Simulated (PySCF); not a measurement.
C2H7Br, SMILES `Br.CC`.

Method: CAM-B3LYP/def2-SVP; geometry: GFN2-xTB; program: PySCF. GFN2-xTB bond lengths at metals and heavier atoms can be off by up to 0.1 Å and shapes distorted, which carries into these values.

Coordinates in Å:

```
Br1     -1.3608   -0.0196    0.0000
H2      -0.0025    0.3355   -0.0023
C3       2.5208    0.7704   -0.0003
C4       2.7670   -0.7325   -0.0005
H5       3.4665    1.3074    0.0004
H6       1.9692    1.0761   -0.8873
H7       1.9683    1.0756    0.8899
H8       1.8326   -1.2905   -0.0003
H9       3.3332   -1.0237    0.8825
H10      3.3341   -1.0233   -0.8796
```

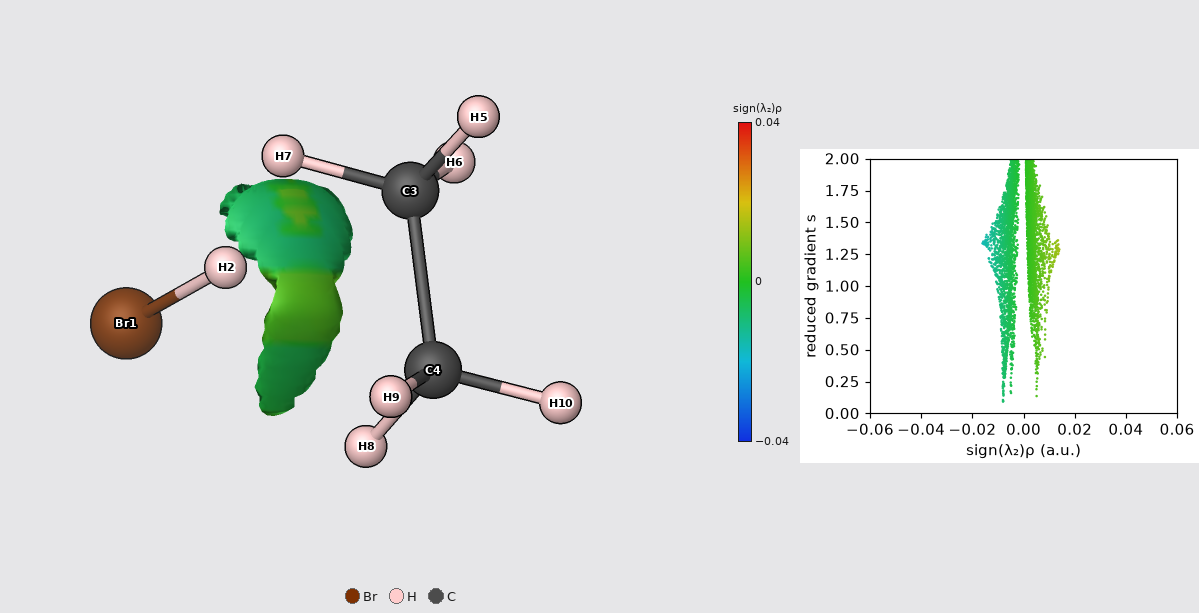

Non-covalent interaction surfaces between the fragments (reduced density gradient s = 0.6, coloured by sign(λ₂)ρ in a.u.; trimmed to the region between the fragments where ρ is under 0.06 a.u.). Fragment A: HBr (atoms 1–2); fragment B: H6C2. The plot gives s against sign(λ₂)ρ for grid points between the fragments.

Interpret the surfaces between the fragments.

Answer. Bond critical points between the fragments: H2···C3, Br–H···C contact, 2.56 Å, ρ = 0.008 a.u., a bond path close to vanishing (ellipticity 2.4). It is weak and appears green (van der Waals range). The pose is a local one from a semi-empirical search, not shown to be the most stable.

How strongly are they bound?

Answer. The counterpoise-corrected interaction energy of the frozen fragments is −0.1 kcal/mol without dispersion correction and −1.1 kcal/mol with D3(BJ). The pair geometry is semi-empirical, not a minimum at this level.

The PySCF run took 23 s on 1 thread of Intel(R) Xeon(R) Platinum 8375C CPU @ 2.90GHz (Ice Lake) (shared host), peak memory 0.48 GiB.
